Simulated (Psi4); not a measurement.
**Excited-state calculation of SiO2 (part 1 of 4)**

SiO2, SMILES O=[Si]=O, computed with TDA (PBE0-1/3)/cc-pV(D+d)Z, RKS (Psi4 1.11).

The geometry comes from this level: GFN2-xTB.

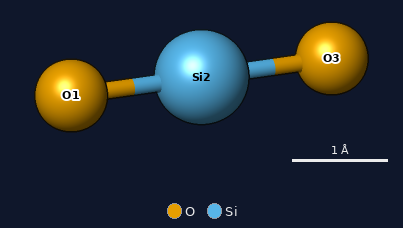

The structure (ball-and-stick view, seen at a tilt; atoms are numbered from 1 in the order of the input). Bond lengths as drawn: O–Si 1.49 Å.

**The input (o2si.in)**
```
memory 1.6 GB

molecule m {
  0 1
  O      0.691230     1.217290     0.513740
  Si    -0.000730     0.000440    -0.000160
  O     -0.690510    -1.217740    -0.513580
  symmetry c1
}

set {
  basis        cc-pV(D+d)Z
  scf_type     cd
  tdscf_states 4
  tdscf_tda    true
}

energy('td-pbe0-13')
print_variables()
```

Hardware: 1 thread of Intel Xeon (Granite Rapids), 192 GiB of memory available, shared host.

Launched with:
```bash
psi4 o2si.in o2si.out -n 1
```

**Output**
```
Psi4 1.11 release

   => Loading Basis Set <=

    Name: CC-PV(D+D)Z
    Role: ORBITAL
    Keyword: BASIS

         ---------------------------------------------------------
                                   SCF
                              RKS Reference
                        1 Threads,   1525 MiB Core
         ---------------------------------------------------------

  ==> Geometry <==

    Molecular point group: c1
    Full point group: Cs

    Geometry (in Angstrom), charge = 0, multiplicity = 1:

       Center              X                  Y                   Z               Mass
    ------------   -----------------  -----------------  -----------------  -----------------
         O            0.823367239058     1.243229545135    -0.000000000000    15.994914619570
         SI          -0.000590813831     0.000362335342    -0.000000000000    27.976926534650
         O           -0.822333838409    -1.243863310897     0.000000000000    15.994914619570

  Running in c1 symmetry.

  Rotational constants: A = 669972.18969  B =      0.23700  C =      0.23700 [cm^-1]
  Rotational constants: A = 20085260953.90984  B =   7105.09607  C =   7105.09356 [MHz]
  Nuclear repulsion =   90.849657212139761

  Charge       = 0
  Multiplicity = 1
  Electrons    = 30
  Nalpha       = 15
  Nbeta        = 15

  ==> Algorithm <==

  SCF Algorithm Type is CD.
  DIIS enabled.
  MOM disabled.
  Fractional occupation disabled.
  Guess Type is SAD.
  Energy threshold   = 1.00e-06
  Density threshold  = 1.00e-06
  Integral threshold = 1.00e-12

  ==> Primary Basis <==

  Basis Set: CC-PV(D+D)Z
    Blend: CC-PV(D+D)Z
    Number of shells: 21
    Number of basis functions: 51
    Number of Cartesian functions: 55
    Spherical Harmonics?: true
    Max angular momentum: 2

  ==> DFT Potential <==

   => LibXC <=

    Version 7.1.2

   => Composite Functional: PBE0-13 <=

    PBE0-13 Hyb-GGA Exchange-Correlation Functional

    Deriv               =              1
    GGA                 =           TRUE
    Meta                =          FALSE

    Exchange Hybrid     =           TRUE
    MP2 Hybrid          =          FALSE

   => Exchange Functionals <=

    0.6667   Perdew, Burke & Ernzerhof

   => Exact (HF) Exchange <=

    0.3333               HF

   => Correlation Functionals <=

    1.0000   Perdew, Burke & Ernzerhof

   => LibXC Density Thresholds  <==

    XC_HYB_GGA_XC_PBE0_13:  1.00E-15

   => Molecular Quadrature <=

    Radial Scheme          =       TREUTLER
    Pruning Scheme         =           NONE
    Nuclear Scheme         =       TREUTLER

    Blocking Scheme        =         OCTREE
    BS radius alpha        =              1
    Pruning alpha          =              1
    Radial Points          =             75
    Spherical Points       =            302
    Total Points           =          64536
    Total Blocks           =            556
    Max Points             =            255
    Max Functions          =             51
    Weights Tolerance      =       1.00E-15

  ==> Integral Setup <==

  ==> CDJK: Cholesky-decomposed J/K Matrices <==

    J tasked:                     Yes
    K tasked:                     Yes
    wK tasked:                     No
    Integrals threads:              1
    Memory [MiB]:                1061
    Algorithm:                   Core
    Integral Cache:              NONE
    Schwarz Cutoff:             1E-12
    Cholesky tolerance:      1.00E-04
    No. Cholesky vectors:         260

  Cached 100.0% of DFT collocation blocks in 0.081 [GiB].

  Minimum eigenvalue in the overlap matrix is 1.5623670653E-02.
  Reciprocal condition number of the overlap matrix is 5.2409501492E-03.
    Using symmetric orthogonalization.

  ==> Pre-Iterations <==

  SCF Guess: Superposition of Atomic Densities via on-the-fly atomic UHF (no occupation information).

   -------------------------
    Irrep   Nso     Nmo
   -------------------------
     A         51      51
   -------------------------
    Total      51      51
   -------------------------

  ==> Iterations <==

                        Total Energy        Delta E     RMS |[F,P]|

   @RKS iter SAD:  -438.99183689729091   -4.38992e+02   0.00000e+00
   @RKS iter   1:  -439.31111663449650   -3.19280e-01   1.82411e-02 ADIIS/DIIS
   @RKS iter   2:  -438.35027614920097    9.60840e-01   3.40329e-02 ADIIS/DIIS
   @RKS iter   3:  -439.66004918085162   -1.30977e+00   2.32712e-03 ADIIS/DIIS
   @RKS iter   4:  -439.66472075754558   -4.67158e-03   4.02268e-04 ADIIS/DIIS
   @RKS iter   5:  -439.66488419208179   -1.63435e-04   1.24079e-04 ADIIS/DIIS
   @RKS iter   6:  -439.66489935486396   -1.51628e-05   2.03587e-05 DIIS
   @RKS iter   7:  -439.66489957871835   -2.23854e-07   1.39691e-05 DIIS
   @RKS iter   8:  -439.66489978597730   -2.07259e-07   6.89917e-07 DIIS
  Energy and wave function converged.

  ==> Post-Iterations <==

   Electrons on quadrature grid:
      Ntotal   =   30.0000056004 ; deviation = 5.600e-06

    Orbital Energies [Eh]
    ---------------------

    Doubly Occupied:

       1A    -66.623075     2A    -19.390491     3A    -19.390466
       4A     -5.510325     5A     -3.819220     6A     -3.819219
       7A     -3.815854     8A     -1.066005     9A     -1.037944
      10A     -0.502354    11A     -0.428577    12A     -0.419588
      13A     -0.419587    14A     -0.377521    15A     -0.377515

    Virtual:

      16A     -0.103290    17A      0.001162    18A      0.001190
      19A      0.187704    20A      0.287537    21A      0.307234
      22A      0.307245    23A      0.319900    24A      0.319903
      25A      0.526382    26A      0.526400    27A      0.745643
      28A      0.748115    29A      0.983013    30A      1.014751
      31A      1.014798    32A      1.103589    33A      1.103613
      34A      1.324313    35A      1.645276    36A      1.861339
      37A      2.618784    38A      2.618797    39A      2.633484
      40A      2.633496    41A      2.658165    42A      2.658235
      43A      2.666672    44A      2.872648    45A      2.872661
      46A      2.894203    47A      2.894209    48A      3.077436
      49A      3.077463    50A      3.272769    51A      3.667767

    Final Occupation by Irrep:
              A
    DOCC [    15 ]
    NA   [    15 ]
    NB   [    15 ]

  @RKS Final Energy:  -439.66489978597730

   => Energetics <=

    Nuclear Repulsion Energy =             90.8496572121397605
    One-Electron Energy =                -788.8554409244694625
    Two-Electron Energy =                 283.9360323104240251
    DFT Exchange-Correlation Energy =     -25.5951483840715746
    Empirical Dispersion Energy =           0.0000000000000000
    VV10 Nonlocal Energy =                  0.0000000000000000
    Total Energy =                       -439.6648997859772976

Computation Completed

Properties will be evaluated at   0.000000,   0.000000,   0.000000 [a0]

Properties computed using the SCF density matrix

 Multipole Moments:

 ------------------------------------------------------------------------------------
     Multipole            Electronic (a.u.)      Nuclear  (a.u.)        Total (a.u.)
 ------------------------------------------------------------------------------------

 L = 1.  Multiply by 2.5417464519 to convert [e a0] to [Debye]
 Dipole X            :         -0.0023100           -0.0000079           -0.0023179
 Dipole Y            :          0.0014158            0.0000049            0.0014207
 Dipole Z            :         -0.0000000           -0.0000000           -0.0000000
 Magnitude           :                                                    0.0027186

 ------------------------------------------------------------------------------------

	total time  =          3 seconds =       0.05 minutes

******************************************************************************************
**********                               WARNING                                **********
**********       The names of excited state variables changed between 1.5       **********
**********     and 1.6. For a quick solution, remove the symmetry specifier     **********
**********   from the variable name. For full details, see 'Notes on Psivars'   **********
**********                        in the documentation.                         **********
******************************************************************************************

         ---------------------------------------------------------
                         TDSCF excitation energies
         ---------------------------------------------------------

  ==> Options <==

     Residual threshold  : 1.0000e-04
     Initial guess       : denominators
     Reference           : RHF
     Solver type         : TDA (Davidson)

  ==> Requested Excitations <==

      4 singlet states with A symmetry

  ==> Seeking the lowest 4 singlet states with A symmetry

                         Generalized Davidson Solver

  ==> Options <==

    Max number of iterations        = 60
    Eigenvector tolerance           = 1.0000e-04
    Max number of expansion vectors = 800

  => Iterations <=
                           Max[D[value]]     Max[|R|]   # vectors
  DavidsonSolver iter   1:   2.32090e-01  6.89008e-02     16
  DavidsonSolver iter   2:   4.64271e-03  1.77471e-02     20
  DavidsonSolver iter   3:   1.64174e-04  1.90887e-03     24
  DavidsonSolver iter   4:   3.06927e-06  3.54847e-04     28
  DavidsonSolver iter   5:   6.99203e-08  4.37217e-05     30      Converged

******************************************************************************************
**********                               WARNING                                **********
**********  Length-gauge rotatory strengths are **NOT** gauge-origin invariant  **********
******************************************************************************************

                                    Excitation Energy         Total Energy        Oscillator Strength             Rotatory Strength
     #   Sym: GS->ES (Trans)        au              eV              au          au (length)    au (velocity)    au (length)    au (velocity)
    ---- -------------------- --------------- --------------- --------------- --------------- --------------- --------------- ---------------
     1        A->A (1 A)       0.17004         4.62707        -439.49486       0.0000          0.0000         -0.0000         -0.0000
     2        A->A (1 A)       0.17004         4.62713        -439.49486       0.0000          0.0000          0.0000          0.0000
     3        A->A (1 A)       0.22728         6.18448        -439.43762       0.1017          0.0192          0.0000          0.0000
     4        A->A (1 A)       0.22728         6.18460        -439.43762       0.1017          0.0192         -0.0000         -0.0000

Contributing excitations
Only contributions with abs(coeff) > 1.00e-01 will be printed:

Excited State    1 (1 A):   0.17004 au   267.95 nm f = 0.0000
  Sums of squares: Xssq =  1.000000e+00
     15a  ->  16a     0.998134 (99.627%)

Excited State    2 (1 A):   0.17004 au   267.95 nm f = 0.0000
  Sums of squares: Xssq =  1.000000e+00
     14a  ->  16a    -0.998134 (99.627%)

Excited State    3 (1 A):   0.22728 au   200.48 nm f = 0.1017
  Sums of squares: Xssq =  1.000000e+00
     13a  ->  16a     0.994076 (98.819%)

Excited State    4 (1 A):   0.22728 au   200.47 nm f = 0.1017
  Sums of squares: Xssq =  1.000000e+00
     12a  ->  16a     0.994076 (98.819%)

******************************************************************************************
**********                               WARNING                                **********
**********       The names of excited state variables changed between 1.5       **********
**********     and 1.6. For a quick solution, remove the symmetry specifier     **********
**********   from the variable name. For full details, see 'Notes on Psivars'   **********
**********                        in the documentation.                         **********
******************************************************************************************

  Variable Map:
  ----------------------------------------------------------------------------
  "CURRENT ENERGY"                                                       =>    -439.664899785977
  "CURRENT REFERENCE ENERGY"                                             =>    -439.664899785977
  "DD SOLVATION ENERGY"                                                  =>       0.000000000000
  "DFT FUNCTIONAL TOTAL ENERGY"                                          =>    -439.664899785977
  "DFT TOTAL ENERGY"                                                     =>    -439.664899785977
  "DFT VV10 ENERGY"                                                      =>       0.000000000000
  "DFT XC ENERGY"                                                        =>     -25.595148384072
  "GRID ELECTRONS ALPHA"                                                 =>      15.000002800191
  "GRID ELECTRONS BETA"                                                  =>      15.000002800191
  "GRID ELECTRONS TOTAL"                                                 =>      30.000005600382
  "NUCLEAR REPULSION ENERGY"                                             =>      90.849657212140
  "ONE-ELECTRON ENERGY"                                                  =>    -788.855440924469
  "PCM POLARIZATION ENERGY"                                              =>       0.000000000000
  "PE ENERGY"                                                            =>       0.000000000000
  "SCF ITERATION ENERGY"                                                 =>    -439.664899785977
  "SCF ITERATIONS"                                                       =>       8.000000000000
  "SCF TOTAL ENERGY"                                                     =>    -439.664899785977
  "TD-DFT ROOT 0 (A) -> ROOT 1 (A) EXCITATION ENERGY"                    =>       0.170041785597
  "TD-DFT ROOT 0 (A) -> ROOT 1 (A) OSCILLATOR STRENGTH (LEN)"            =>       0.000000004175
  "TD-DFT ROOT 0 (A) -> ROOT 1 (A) OSCILLATOR STRENGTH (VEL)"            =>       0.000000001425
  "TD-DFT ROOT 0 (A) -> ROOT 1 (A) ROTATORY STRENGTH (LEN)"              =>      -0.000000000046
  "TD-DFT ROOT 0 (A) -> ROOT 1 (A) ROTATORY STRENGTH (VEL)"              =>      -0.000000000030
  "TD-DFT ROOT 0 (A) -> ROOT 2 (A) EXCITATION ENERGY"                    =>       0.170044016455
  "TD-DFT ROOT 0 (A) -> ROOT 2 (A) OSCILLATOR STRENGTH (LEN)"            =>       0.000000041661
  "TD-DFT ROOT 0 (A) -> ROOT 2 (A) OSCILLATOR STRENGTH (VEL)"            =>       0.000000288127
  "TD-DFT ROOT 0 (A) -> ROOT 2 (A) ROTATORY STRENGTH (LEN)"              =>       0.000000000046
  "TD-DFT ROOT 0 (A) -> ROOT 2 (A) ROTATORY STRENGTH (VEL)"              =>       0.000000000030
  "TD-DFT ROOT 0 (A) -> ROOT 3 (A) EXCITATION ENERGY"                    =>       0.227275477518
  "TD-DFT ROOT 0 (A) -> ROOT 3 (A) OSCILLATOR STRENGTH (LEN)"            =>       0.101659030731
  "TD-DFT ROOT 0 (A) -> ROOT 3 (A) OSCILLATOR STRENGTH (VEL)"            =>       0.019186090041
  "TD-DFT ROOT 0 (A) -> ROOT 3 (A) ROTATORY STRENGTH (LEN)"              =>       0.000000000002
  "TD-DFT ROOT 0 (A) -> ROOT 3 (A) ROTATORY STRENGTH (VEL)"              =>       0.000000000001
  "TD-DFT ROOT 0 (A) -> ROOT 4 (A) EXCITATION ENERGY"                    =>       0.227279764372
  "TD-DFT ROOT 0 (A) -> ROOT 4 (A) OSCILLATOR STRENGTH (LEN)"            =>       0.101674579673
  "TD-DFT ROOT 0 (A) -> ROOT 4 (A) OSCILLATOR STRENGTH (VEL)"            =>       0.019176616720
  "TD-DFT ROOT 0 (A) -> ROOT 4 (A) ROTATORY STRENGTH (LEN)"              =>      -0.000000000002
  "TD-DFT ROOT 0 (A) -> ROOT 4 (A) ROTATORY STRENGTH (VEL)"              =>      -0.000000000001
  "TD-DFT ROOT 0 (IN A) -> ROOT 1 (IN A) EXCITATION ENERGY"              =>       0.170041785597
  "TD-DFT ROOT 0 (IN A) -> ROOT 1 (IN A) OSCILLATOR STRENGTH (LEN)"      =>       0.000000004175
  "TD-DFT ROOT 0 (IN A) -> ROOT 1 (IN A) OSCILLATOR STRENGTH (VEL)"      =>       0.000000001425
  "TD-DFT ROOT 0 (IN A) -> ROOT 1 (IN A) ROTATORY STRENGTH (LEN)"        =>      -0.000000000046
  "TD-DFT ROOT 0 (IN A) -> ROOT 1 (IN A) ROTATORY STRENGTH (VEL)"        =>      -0.000000000030
  "TD-DFT ROOT 0 (IN A) -> ROOT 2 (IN A) EXCITATION ENERGY"              =>       0.170044016455
  "TD-DFT ROOT 0 (IN A) -> ROOT 2 (IN A) OSCILLATOR STRENGTH (LEN)"      =>       0.000000041661
  "TD-DFT ROOT 0 (IN A) -> ROOT 2 (IN A) OSCILLATOR STRENGTH (VEL)"      =>       0.000000288127
  "TD-DFT ROOT 0 (IN A) -> ROOT 2 (IN A) ROTATORY STRENGTH (LEN)"        =>       0.000000000046
  "TD-DFT ROOT 0 (IN A) -> ROOT 2 (IN A) ROTATORY STRENGTH (VEL)"        =>       0.000000000030
  "TD-DFT ROOT 0 (IN A) -> ROOT 3 (IN A) EXCITATION ENERGY"              =>       0.227275477518
  "TD-DFT ROOT 0 (IN A) -> ROOT 3 (IN A) OSCILLATOR STRENGTH (LEN)"      =>       0.101659030731
  "TD-DFT ROOT 0 (IN A) -> ROOT 3 (IN A) OSCILLATOR STRENGTH (VEL)"      =>       0.019186090041
  "TD-DFT ROOT 0 (IN A) -> ROOT 3 (IN A) ROTATORY STRENGTH (LEN)"        =>       0.000000000002
  "TD-DFT ROOT 0 (IN A) -> ROOT 3 (IN A) ROTATORY STRENGTH (VEL)"        =>       0.000000000001
  "TD-DFT ROOT 0 (IN A) -> ROOT 4 (IN A) EXCITATION ENERGY"              =>       0.227279764372
  "TD-DFT ROOT 0 (IN A) -> ROOT 4 (IN A) OSCILLATOR STRENGTH (LEN)"      =>       0.101674579673
  "TD-DFT ROOT 0 (IN A) -> ROOT 4 (IN A) OSCILLATOR STRENGTH (VEL)"      =>       0.019176616720
  "TD-DFT ROOT 0 (IN A) -> ROOT 4 (IN A) ROTATORY STRENGTH (LEN)"        =>      -0.000000000002
  "TD-DFT ROOT 0 (IN A) -> ROOT 4 (IN A) ROTATORY STRENGTH (VEL)"        =>      -0.000000000001
  "TD-DFT ROOT 0 -> ROOT 1 EXCITATION ENERGY"                            =>       0.170041785597
  "TD-DFT ROOT 0 -> ROOT 1 EXCITATION ENERGY - A TRANSITION"             =>       0.170041785597
  "TD-DFT ROOT 0 -> ROOT 1 OSCILLATOR STRENGTH (LEN)"                    =>       0.000000004175
  "TD-DFT ROOT 0 -> ROOT 1 OSCILLATOR STRENGTH (LEN) - A TRANSITION"     =>       0.000000004175
  "TD-DFT ROOT 0 -> ROOT 1 OSCILLATOR STRENGTH (VEL)"                    =>       0.000000001425
  "TD-DFT ROOT 0 -> ROOT 1 OSCILLATOR STRENGTH (VEL) - A TRANSITION"     =>       0.000000001425
  "TD-DFT ROOT 0 -> ROOT 1 ROTATORY STRENGTH (LEN)"                      =>      -0.000000000046
  "TD-DFT ROOT 0 -> ROOT 1 ROTATORY STRENGTH (LEN) - A TRANSITION"       =>      -0.000000000046
  "TD-DFT ROOT 0 -> ROOT 1 ROTATORY STRENGTH (VEL)"                      =>      -0.000000000030
  "TD-DFT ROOT 0 -> ROOT 1 ROTATORY STRENGTH (VEL) - A TRANSITION"       =>      -0.000000000030
  "TD-DFT ROOT 0 -> ROOT 2 EXCITATION ENERGY"                            =>       0.170044016455
```
